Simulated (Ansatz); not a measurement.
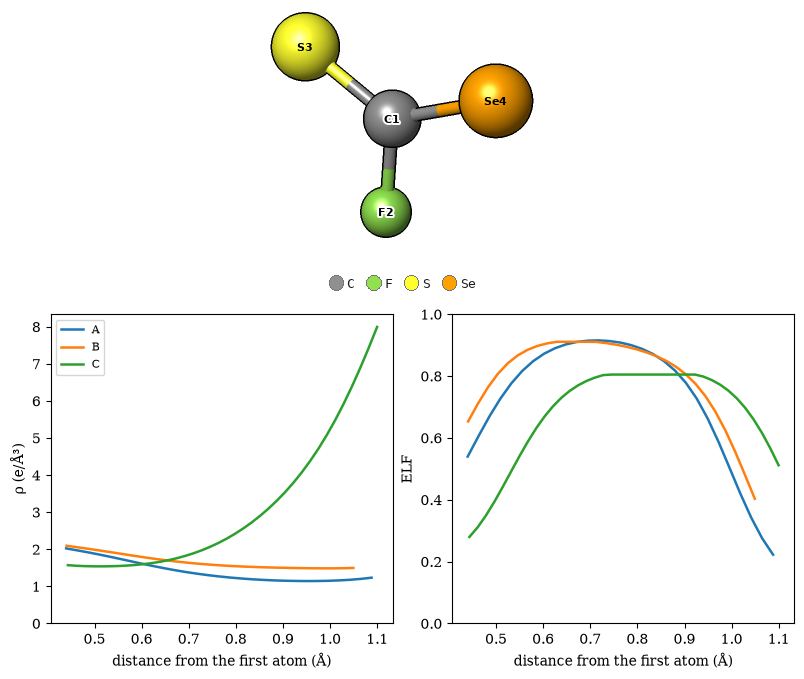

The picture shows: CFSSe (charge −1). Electron density and electron localisation function along straight lines between neighbouring atoms. The curves leave out the atomic cores. The structure is drawn too.

Geometry: BLYP-D3(BJ)/def2-SVPD.

Computed with isolated molecule in a Gaussian basis; Kohn-Sham density functional theory, functional PBE0 (Ansatz 0.2.0).

```xyz
4

C    -0.5760    1.0745    0.2936
F    -0.3389   -0.2258    0.8096
S    -1.1176    2.1856    1.4296
Se   -0.2213    1.2063   -1.5191
```

Q: Which curve belongs to which contact (C–F, C–S and C–Se)? The first atom named is at distance zero.

A: Curve A: C–Se (1.85 Å): ρ at the midpoint is about 1.1 e/Å³; the ELF peaks at about 0.90 between the atoms, as expected for a covalent bond. Curve B: C–S (1.68 Å): ρ at the midpoint is about 1.5 e/Å³; the ELF peaks at about 0.90 between the atoms (a covalent bond). Curve C: C–F (1.42 Å): ρ at the midpoint is about 1.9 e/Å³, with its minimum of 1.5 e/Å³ about 0.5 Å from C; the ELF peaks at about 0.80 between the atoms: a shared but strongly polarised pair.
